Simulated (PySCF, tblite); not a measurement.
# C₅H₁₅BN₂: geometry, infrared bands and NMR shifts

What infrared bands and NMR shifts should C₅H₁₅BN₂ (`[BH3-][N@+]1(C)CC[C@@H]1CN`) show?

Computed with tblite 0.8.0 and PySCF 2.14.0, with density-fitted response routines of our own, on a single molecule in the gas phase. Atoms are numbered from 0 throughout.

## Step 1: The molecule as given

23 atoms, charge 0, multiplicity 1; geometry from: force field or distance geometry start.

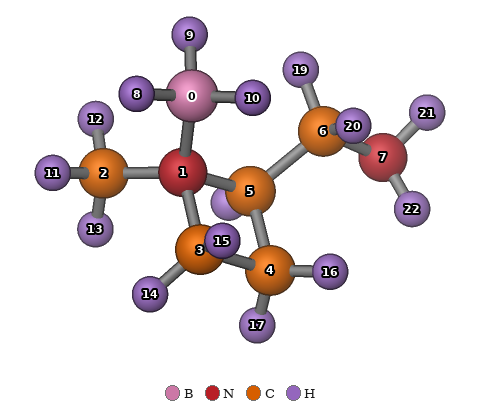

As it starts; boron pink, nitrogen red, carbon orange, hydrogen purple, atoms numbered; sticks join atoms by distance.

## Step 2: Optimising the geometry with GFN2-xTB

What the job is given:

```
{"job": {"kind": "relax", "xc": "GFN2-xTB", "basis": "xTB"}, "charge": 0, "multiplicity": 1}
B     -1.223600    -0.649700     1.326400
N     -0.919200     0.111600    -0.017800
C     -1.873500     1.197100    -0.240900
C     -0.818600    -0.797400    -1.178300
C      0.617200    -0.403600    -1.466100
C      0.483400     0.535500    -0.277900
C      1.535600     0.267400     0.829000
N      2.847100     0.779300     0.429600
H     -2.356800    -1.034000     1.321900
H     -1.091400     0.084300     2.261500
H     -0.532900    -1.602100     1.464800
H     -2.927600     0.804900    -0.264000
H     -1.810200     1.966800     0.570000
H     -1.694400     1.709400    -1.220100
H     -1.508500    -0.536200    -2.005900
H     -0.890500    -1.887200    -0.902100
H      1.334000    -1.238800    -1.329200
H      0.715700     0.135800    -2.438300
H      0.557900     1.604700    -0.595200
H      1.228000     0.798300     1.763300
H      1.613500    -0.815700     1.062900
H      3.490800     0.670600     1.238100
H      3.219300     0.167400    -0.321600
```

The run is started by

```bash
OMP_NUM_THREADS=1 python probes_run.py task.json out
```

One launch serves the whole session: the jobs run in the order shown.

The program printed:

```text
step      E/eV     max force
  0    -691.29535    1.578
  1    -691.47695    0.741
  2    -691.54133    0.475
  3    -691.57523    0.440
  4    -691.60208    0.304
  5    -691.61678    0.231
  6    -691.62563    0.190
  7    -691.63178    0.180
  8    -691.63655    0.185
  9    -691.63962    0.108
 10    -691.64126    0.086
 11    -691.64233    0.087
 12    -691.64339    0.096
 13    -691.64452    0.078
 14    -691.64558    0.068
 15    -691.64641    0.066
 16    -691.64706    0.059
 17    -691.64763    0.050
 18    -691.64818    0.054
 19    -691.64874    0.052
 20    -691.64933    0.056
 21    -691.64994    0.044
 22    -691.65048    0.047
 23    -691.65086    0.043
 24    -691.65115    0.040
 25    -691.65143    0.042
 26    -691.65177    0.042
 27    -691.65214    0.045
 28    -691.65246    0.033
 29    -691.65273    0.032
 30    -691.65300    0.035
 31    -691.65332    0.043
 32    -691.65371    0.051
 33    -691.65414    0.046
 34    -691.65460    0.052
 35    -691.65512    0.055
 36    -691.65573    0.053
 37    -691.65642    0.068
 38    -691.65711    0.060
 39    -691.65774    0.065
 40    -691.65828    0.065
 41    -691.65877    0.054
 42    -691.65929    0.051
 43    -691.65986    0.071
 44    -691.66048    0.075
 45    -691.66108    0.058
 46    -691.66168    0.057
 47    -691.66232    0.058
 48    -691.66306    0.075
 49    -691.66384    0.074
 50    -691.66464    0.064
 51    -691.66548    0.065
 52    -691.66645    0.072
 53    -691.66754    0.076
 54    -691.66866    0.081
 55    -691.66967    0.098
 56    -691.67052    0.089
 57    -691.67178    0.087
 58    -691.67354    0.079
 59    -691.67451    0.067
 60    -691.67560    0.072
 61    -691.67634    0.074
 62    -691.67717    0.082
 63    -691.67809    0.078
 64    -691.67885    0.060
 65    -691.67951    0.064
 66    -691.68005    0.057
 67    -691.68092    0.078
 68    -691.68170    0.083
 69    -691.68249    0.059
 70    -691.68322    0.052
 71    -691.68401    0.059
 72    -691.68477    0.086
 73    -691.68543    0.080
 74    -691.68603    0.052
 75    -691.68670    0.058
 76    -691.68750    0.073
 77    -691.68825    0.069
 78    -691.68927    0.059
 79    -691.69021    0.054
 80    -691.69099    0.052
 81    -691.69149    0.046
 82    -691.69188    0.038
 83    -691.69221    0.031
 84    -691.69246    0.027
 85    -691.69264    0.028
 86    -691.69279    0.026
 87    -691.69293    0.025
 88    -691.69305    0.024
 89    -691.69315    0.024
 90    -691.69326    0.022
 91    -691.69340    0.025
 92    -691.69356    0.026
 93    -691.69370    0.027
 94    -691.69384    0.023
 95    -691.69403    0.034
 96    -691.69433    0.045
 97    -691.69469    0.044
 98    -691.69504    0.046
 99    -691.69535    0.037
100    -691.69566    0.038
101    -691.69604    0.050
102    -691.69640    0.041
103    -691.69665    0.031
104    -691.69682    0.025
105    -691.69700    0.033
106    -691.69724    0.041
107    -691.69751    0.035
108    -691.69775    0.032
109    -691.69794    0.030
110    -691.69816    0.043
111    -691.69845    0.049
112    -691.69870    0.035
113    -691.69888    0.029
114    -691.69903    0.030
115    -691.69920    0.032
116    -691.69937    0.034
117    -691.69948    0.022
118    -691.69952    0.013
119    -691.69955    0.011
120    -691.69957    0.011
121    -691.69960    0.012
122    -691.69963    0.015
123    -691.69967    0.019
124    -691.69973    0.021
125    -691.69978    0.015
126    -691.69982    0.014
127    -691.69985    0.013
128    -691.69989    0.014
129    -691.69992    0.012
130    -691.69994    0.012
131    -691.69996    0.011
132    -691.69997    0.009
```

Wall time 1.7 s (1 thread of Arm Neoverse N1, shared host); peak memory 0.18 GiB.

Along the way: (not every step is listed)

```csv
step,energy from step 0 (eV),largest force (eV/Å)
0,0.0000,1.5778
1,-0.1816,0.7406
2,-0.2460,0.4750
3,-0.2799,0.4397
4,-0.3067,0.3045
5,-0.3214,0.2314
6,-0.3303,0.1901
7,-0.3364,0.1800
8,-0.3412,0.1850
19,-0.3534,0.0523
30,-0.3577,0.0355
41,-0.3634,0.0536
52,-0.3711,0.0721
63,-0.3827,0.0777
74,-0.3907,0.0517
85,-0.3973,0.0277
96,-0.3990,0.0455
107,-0.4022,0.0351
118,-0.4042,0.0126
127,-0.4045,0.0132
128,-0.4045,0.0138
129,-0.4046,0.0117
130,-0.4046,0.0121
131,-0.4046,0.0112
132,-0.4046,0.0093
```

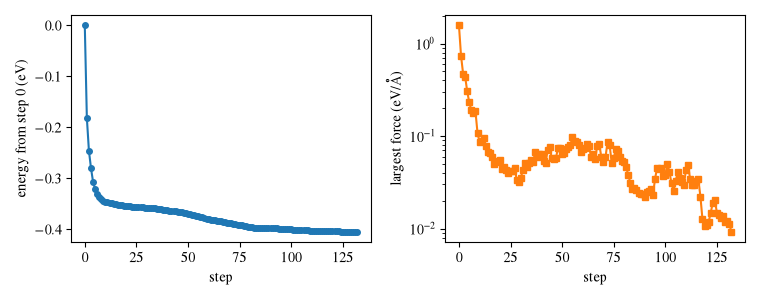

Energy and force, step by step.

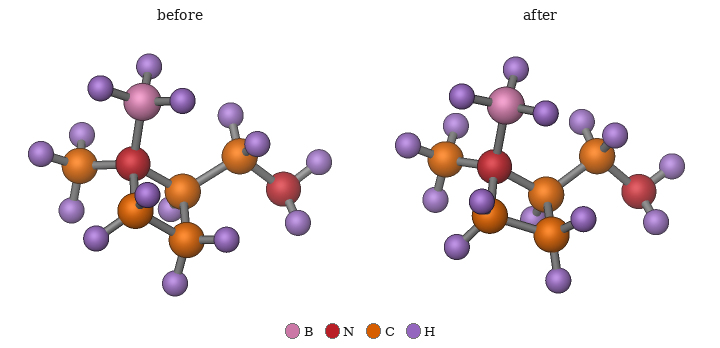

Before and after, at one scale.

Distances of close pairs at the start and the end, largest changes first:

| bond | before (Å) | after (Å) | change (Å) |
| --- | --- | --- | --- |
| B0–N1 | 1.575 | 1.643 | +0.069 |
| C3–H15 | 1.127 | 1.087 | -0.040 |
| C2–H11 | 1.125 | 1.088 | -0.037 |
| C2–H12 | 1.120 | 1.088 | -0.032 |
| C5–C6 | 1.551 | 1.520 | -0.030 |
| C4–H17 | 1.116 | 1.087 | -0.029 |
| C6–H19 | 1.118 | 1.092 | -0.025 |
| N7–H21 | 1.039 | 1.014 | -0.025 |

The next job starts from the end point, and lists it.

## Step 3: Harmonic vibrations with GFN2-xTB

What the job is given:

```
{"job": {"kind": "ir", "xc": "GFN2-xTB", "basis": "xTB"}, "charge": 0, "multiplicity": 1}
B     -1.190693    -0.840953     1.236641
N     -0.890521     0.100409    -0.076648
C     -1.785884     1.241241    -0.054675
C     -0.920745    -0.708495    -1.313860
C      0.606435    -0.701036    -1.358889
C      0.533611     0.440289    -0.338139
C      1.497714     0.446134     0.837263
N      2.777685     0.969393     0.372565
H     -2.333444    -1.168398     1.125152
H     -1.000375    -0.165863     2.199974
H     -0.453087    -1.776082     1.176842
H     -2.813959     0.887641    -0.020141
H     -1.593740     1.827557     0.841102
H     -1.646090     1.871543    -0.938540
H     -1.378317    -0.165994    -2.144147
H     -1.411519    -1.668933    -1.178652
H      1.039846    -1.606290    -0.941501
H      1.069204    -0.474279    -2.315996
H      0.602875     1.417396    -0.829959
H      1.116748     1.122920     1.605373
H      1.557353    -0.558869     1.273297
H      3.421567     1.050185     1.151446
H      3.190586     0.328929    -0.298431
```

The program printed:

```text
mode    cm-1     km/mol
  1      72.5      3.19
  2     111.7      8.68
  3     186.3      9.17
  4     210.4      4.39
  5     253.4     36.18
  6     278.9      8.94
  7     282.5      8.48
  8     318.5      1.29
  9     329.1      9.43
 10     378.8      4.16
 11     457.5      0.67
 12     479.8      3.04
 13     589.9      6.10
 14     679.7     19.46
 15     818.8      1.36
 16     868.4     29.05
 17     884.4     46.09
 18     898.6     30.82
 19     901.9     29.29
 20     963.1     73.32
 21     989.5     34.00
 22    1009.4      9.88
 23    1039.1      2.45
 24    1069.3      0.46
 25    1076.1      4.64
 26    1103.7     19.19
 27    1149.9     92.02
 28    1159.0     56.71
 29    1167.7     34.61
 30    1173.5     18.49
 31    1190.6     44.96
 32    1203.2      5.62
 33    1215.7      7.52
 34    1231.0     10.12
 35    1251.8      8.61
 36    1263.6     16.52
 37    1268.0     48.94
 38    1284.6     44.39
 39    1289.0      1.21
 40    1316.1     10.54
 41    1365.5      0.24
 42    1408.4      1.75
 43    1455.1      1.72
 44    1467.5      2.77
 45    1472.0      0.54
 46    1482.4     10.32
 47    1484.5      4.18
 48    1562.6     33.13
 49    2419.8    327.66
 50    2434.0    296.40
 51    2463.4    134.04
 52    2902.2     16.14
 53    2919.1     60.20
 54    2944.3     54.20
 55    2959.0     46.01
 56    2981.4     24.07
 57    3023.8     26.41
 58    3028.2     21.89
 59    3034.9     21.32
 60    3036.9     15.33
 61    3041.6     16.59
 62    3386.0      9.45
 63    3422.3      6.57
```

Wall time 1.4 s (1 thread of Arm Neoverse N1, shared host); peak memory 0.18 GiB.

Which atoms move in the most intense modes:

```csv
cm⁻¹,km/mol,atoms
963,73.3,"H21 21 %, H22 18 %, N7 11 %"
1150,92.0,C5 17 %
1159,56.7,H10 11 %
2420,327.7,"H8 61 %, H10 29 %"
2434,296.4,"H9 41 %, H10 37 %, H8 13 %"
2463,134.0,"H9 52 %, H10 27 %, H8 19 %"
2919,60.2,"H18 81 %, H20 11 %"
2944,54.2,H13 92 %
```

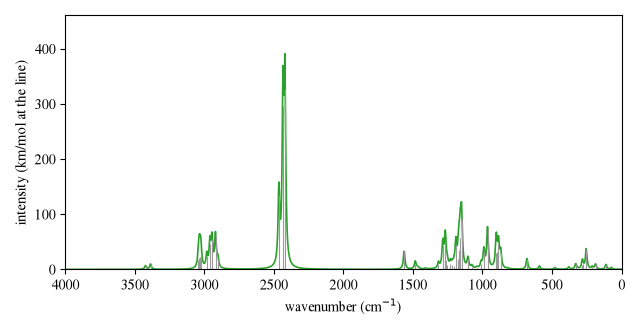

The infrared spectrum from these modes, unscaled. Lines are broadened to a width of 14 cm⁻¹ (Lorentzian).

## Step 4: NMR shieldings: PBE0/pcSseg-1

Settings changed since step 3:

```diff
@@ -1,2 +1,2 @@
-{"job": {"kind": "ir", "xc": "GFN2-xTB", "basis": "xTB"}, "charge": 0, "multiplicity": 1}
+{"job": {"kind": "nmr", "xc": "PBE0", "basis": "pcSseg-1"}, "charge": 0, "multiplicity": 1}
 B     -1.190693    -0.840953     1.236641
```

Method: GIAO PBE0/pcSseg-1 NMR shielding, non-relativistic, gas phase.

The program printed:

```text
coarse grid: 17944 points
cycle   1  E = -333.3081181789  dE =  9.134e-01  |g| = 5.125e-01  |ddm| = 4.029e+00
cycle   2  E = -333.3105878015  dE = -2.470e-03  |g| = 5.516e-01  |ddm| = 1.027e+00
cycle   3  E = -333.3803809875  dE = -6.979e-02  |g| = 7.893e-02  |ddm| = 4.763e-01
cycle   4  E = -333.3815085687  dE = -1.128e-03  |g| = 3.477e-02  |ddm| = 1.018e-01
cycle   5  E = -333.3817934468  dE = -2.849e-04  |g| = 6.428e-03  |ddm| = 3.570e-02
cycle   6  E = -333.3818010847  dE = -7.638e-06  |g| = 2.755e-03  |ddm| = 6.981e-03
final grid: 169816 points
cycle   7  E = -333.4261349640  dE = -8.116e-05  |g| = 1.161e-02  |ddm| = 5.015e-02
cycle   8  E = -333.4261227853  dE =  1.218e-05  |g| = 1.383e-02  |ddm| = 2.259e-02
cycle   9  E = -333.4261685502  dE = -4.576e-05  |g| = 1.159e-03  |ddm| = 1.229e-02
cycle  10  E = -333.4261688150  dE = -2.647e-07  |g| = 3.263e-04  |ddm| = 9.367e-04
cycle  11  E = -333.4261688336  dE = -1.858e-08  |g| = 1.001e-04  |ddm| = 2.487e-04
cycle  12  E = -333.4261688356  dE = -2.067e-09  |g| = 3.106e-05  |ddm| = 1.107e-04
cycle  13  E = -333.4261688358  dE = -2.140e-10  |g| = 4.172e-06  |ddm| = 3.034e-05
converged SCF energy = -333.4261688358

GIAO shielding tensors (ppm)
atom      isotropic    diamagn.    paramagn.     s11        s22        s33       span
  0 B      119.293     191.757     -72.464     99.546    107.154    151.180     51.634
  1 N      203.675     323.814    -120.139    175.748    199.155    236.121     60.373
  2 C      132.646     246.791    -114.146     95.298    119.407    183.232     87.934
  3 C      127.350     250.705    -123.355     96.374    110.591    175.087     78.713
  4 C      165.041     253.258     -88.217    149.190    163.778    182.154     32.964
  5 C      114.979     249.554    -134.575     84.494    105.745    154.698     70.204
  6 C      138.647     245.403    -106.757    123.701    133.749    158.490     34.789
  7 N      239.147     312.653     -73.505    207.414    250.433    259.595     52.181
  8 H       29.994      32.531      -2.537     27.105     27.989     34.888      7.784
  9 H       30.020      32.943      -2.923     26.910     28.209     34.941      8.031
 10 H       29.587      33.415      -3.828     26.453     27.660     34.649      8.196
 11 H       28.894      29.662      -0.767     24.524     27.161     34.998     10.473
 12 H       28.803      30.639      -1.836     25.026     26.655     34.729      9.703
 13 H       29.609      30.930      -1.321     25.674     27.721     35.433      9.759
 14 H       28.553      31.881      -3.328     25.279     27.147     33.233      7.954
 15 H       28.079      31.069      -2.990     24.811     26.015     33.410      8.599
 16 H       29.553      32.531      -2.979     26.705     27.887     34.067      7.362
 17 H       29.755      31.423      -1.667     26.110     27.200     35.955      9.845
 18 H       28.254      34.165      -5.911     25.861     28.431     30.469      4.608
 19 H       28.550      31.674      -3.124     23.626     29.863     32.161      8.535
 20 H       27.917      32.238      -4.321     22.212     28.772     32.767     10.554
 21 H       30.872      28.564       2.308     23.183     27.395     42.038     18.855
 22 H       31.639      30.935       0.704     23.787     31.330     39.802     16.014
```

Run time: 94 s. Hardware: 1 thread of Arm Neoverse N1, shared host; peak memory 1 GiB.

The references, computed at this level on geometries of the same kind, shield at (ppm): 1H TMS 31.72, 13C TMS 186.9, 15N NH3 267.7, 11B BF3·OEt2 100.1. Their shielding less the atom's gives the shift. The references are single molecules in the gas phase, so shifts against H2O, NH3, PH3, H3PO4 or CFCl3 are not on the usual liquid scales and can be off by tens of ppm. Atoms listed in one row are averaged.

| atoms | environment | σ (ppm) | δ (ppm) | δ scaled to CDCl3 |
| --- | --- | --- | --- | --- |
| C5 | sp3 CH bonded to N | 115.0 | 71.9 | 68.3 |
| C3 | sp3 CH2 bonded to N | 127.4 | 59.6 | 56.2 |
| C2 | methyl carbon bonded to N | 132.6 | 54.3 | 51.1 |
| C6 | sp3 CH2 bonded to N | 138.6 | 48.3 | 45.2 |
| C4 | sp3 CH2 in a ring | 165.0 | 21.9 | 19.4 |
| H20 | hydrogen on an sp3 CH2 bonded to N | 27.92 | 3.80 | 3.69 |
| H15 | hydrogen on an sp3 CH2 bonded to N | 28.08 | 3.64 | 3.54 |
| H18 | hydrogen on an sp3 CH bonded to N | 28.25 | 3.46 | 3.37 |
| H19 | hydrogen on an sp3 CH2 bonded to N | 28.55 | 3.17 | 3.09 |
| H14 | hydrogen on an sp3 CH2 bonded to N | 28.55 | 3.16 | 3.09 |
| H11, H12, H13 | hydrogen on a methyl carbon bonded to N | 29.10 | 2.61 | 2.57 |
| H16 | hydrogen on an sp3 CH2 in a ring | 29.55 | 2.16 | 2.15 |
| H17 | hydrogen on an sp3 CH2 in a ring | 29.76 | 1.96 | 1.95 |
| H8, H9, H10 | hydrogen on a boron bonded to N | 29.87 | 1.85 | – |
| H21, H22 | hydrogen on an amine nitrogen | 31.26 | 0.46 | – |
| B0 | boron bonded to N, 3 H | 119.3 | -19.2 | – |
| N1 | donor nitrogen of a Lewis adduct | 203.7 | 64.1 | – |
| N7 | amine nitrogen | 239.1 | 28.6 | – |

The scaled column applies a straight-line fit of computed shieldings to shifts measured in CDCl3 (root-mean-square error 0.16 ppm for H, 1.9 ppm for C).

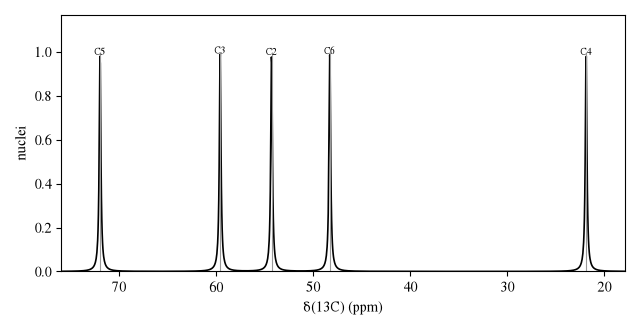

13C lines at the computed shifts, without couplings. Lines are broadened to a width of 0.20 ppm (Lorentzian).

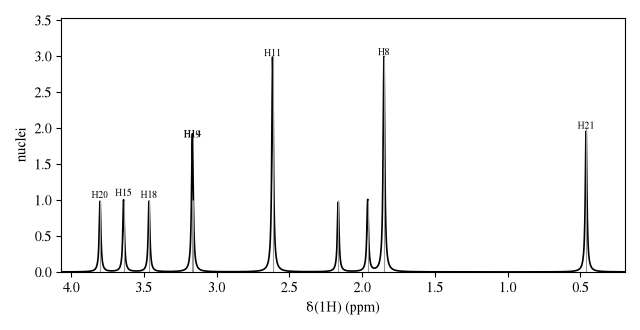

1H lines at the computed shifts, without couplings. Lines are broadened to a width of 0.01 ppm (Lorentzian).

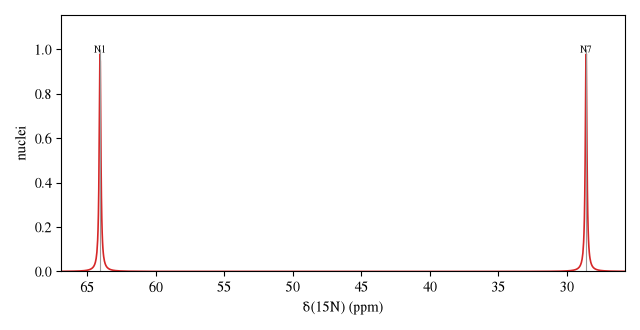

15N lines at the computed shifts, without couplings. Lines are broadened to a width of 0.14 ppm (Lorentzian).

Charges from the same density, by scheme (e):

```
atoms  Mulliken    IAO  Hirshfeld  ESP fit
   B0     -0.08  -0.41      -0.10    -0.09
   N1     -0.67  -0.02       0.04     0.03
   C2     -0.06  -0.30      -0.05    -0.48
   C3      0.04  -0.14       0.00     0.00
   C4     -0.21  -0.28      -0.07    -0.28
   C5     -0.05   0.00       0.04     0.39
   C6      0.01  -0.15      -0.03     0.10
   N7     -0.46  -0.58      -0.24    -1.01
```

Mulliken charges:

B0 -0.08; N1 -0.67; C2 -0.06; C3 0.04; C4 -0.21; C5 -0.05; C6 0.01; N7 -0.46; H8 -0.06; H9 -0.07; H10 -0.08; H11 0.15; H12 0.14; H13 0.11; H14 0.12; H15 0.16; H16 0.14; H17 0.14; H18 0.12; H19 0.13; H20 0.14; H21 0.17; H22 0.17

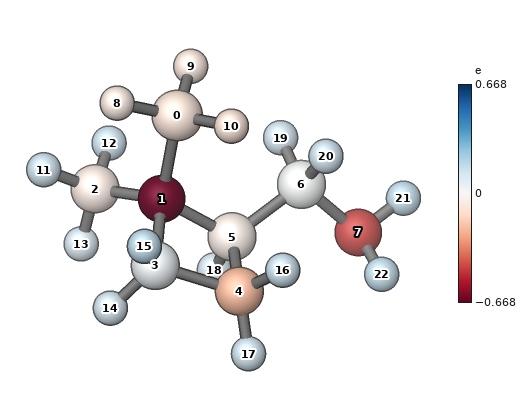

Mulliken charges, as colours on the atoms.

Mayer bond orders: B0–N1 0.58, N1–C2 0.92, N1–C3 0.87, C3–C4 1.06, C4–C5 1.00, C5–C6 1.04, C6–N7 1.02, C5–N1 0.81.

Ring of atoms N1, C3, C4, C5: NICS(0) -4.1, NICS(1) -1.1, NICS(1)zz 1.9 ppm (means of both faces).

The fields below are evaluated on a grid from the run's orbitals.

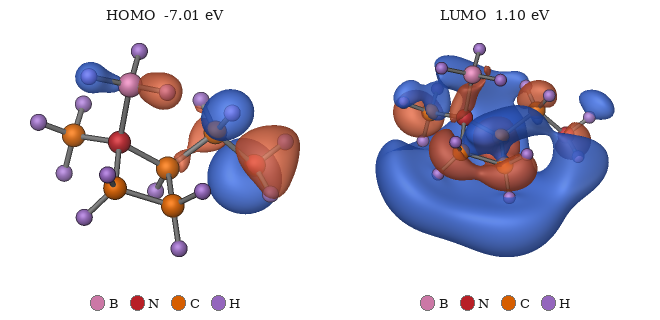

PBE0/pcSseg-1 orbitals near the gap, drawn at the value that encloses 70 % of each; the two colours are the two signs.

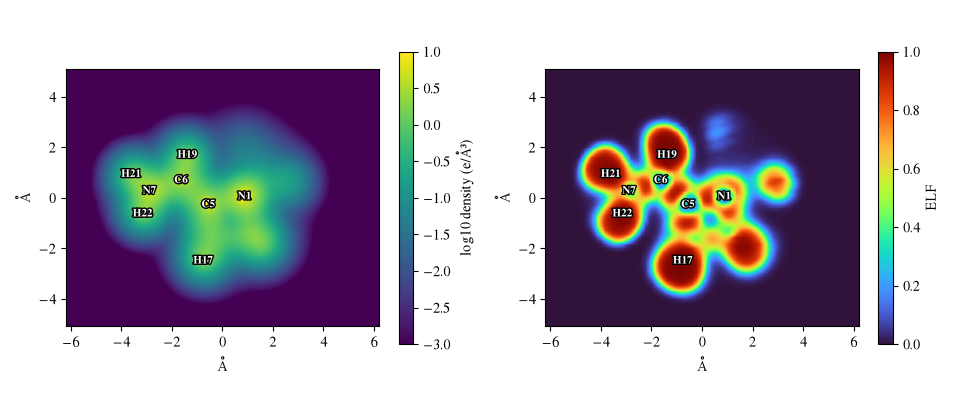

Density (left) and ELF (right) in a plane through or near 8 of the atoms.

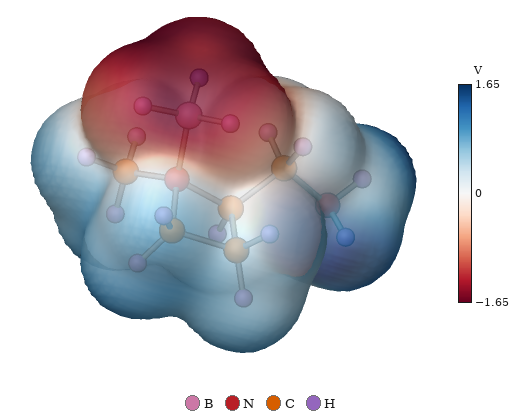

The potential that a unit positive charge feels on the 0.002 e/bohr³ surface, from -1.65 to 1.44 V.

## Step 5: Summary of results

```
                                                              quantity                                                           value
                             strongest single infrared mode (GFN2-xTB)                                           2420 cm⁻¹, 328 km/mol
                                          zero-point energy (GFN2-xTB)                                                  127.4 kcal/mol
                                13C shifts against TMS (PBE0/pcSseg-1)                                71.9, 59.6, 54.3, 48.3, 21.9 ppm
1H shifts against TMS (PBE0/pcSseg-1, means over atoms taken as alike)  3.80, 3.64, 3.46, 3.17, 3.16, 2.61, 2.16, 1.96, 1.85, 0.46 ppm
                           11B shifts against BF3·OEt2 (PBE0/pcSseg-1)                                                       -19.2 ppm
                                15N shifts against NH3 (PBE0/pcSseg-1)                                                  64.1, 28.6 ppm
                                 surface potential, least and greatest                                              -1.65 V and 1.44 V
```

What this shows: Over 132 steps the energy fell by 0.405 eV; of the close pairs, B0–N1 changed most, 1.575 to 1.643 Å. No mode is imaginary among the 63: a minimum at this level. The strongest single mode, at 2420 cm⁻¹, moves mainly H8. Unscaled tight-binding wavenumbers are off by several per cent, some by more. Its intensities can rank the bands wrongly. The most deshielded carbon is C5 (sp3 CH bonded to N), at 71.9 ppm: deshielded by the electronegative neighbour. At PBE0/pcSseg-1: Shielding is most anisotropic at C2 (span 88 ppm, paramagnetic term -114 ppm).
